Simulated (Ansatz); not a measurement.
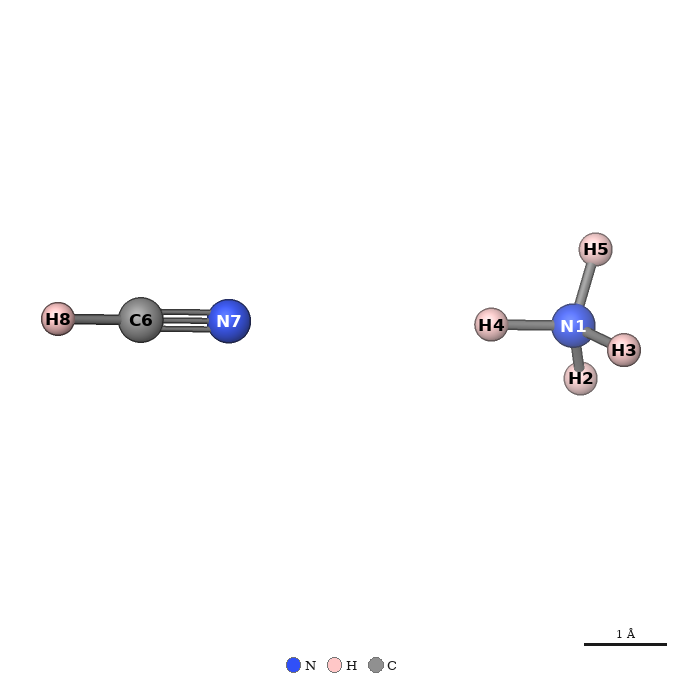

Source: calculation with Ansatz.

Orthographic view. Atoms fade into the background with distance from the viewer. State: charge +1, singlet. Geometry: a pair of rigid molecules at a changed separation.

List the bonded neighbours of every atom.

N1: H2, H3, H4, H5
H2: N1
H3: N1
H4: N1
H5: N1
C6: N7, H8
N7: C6
H8: C6
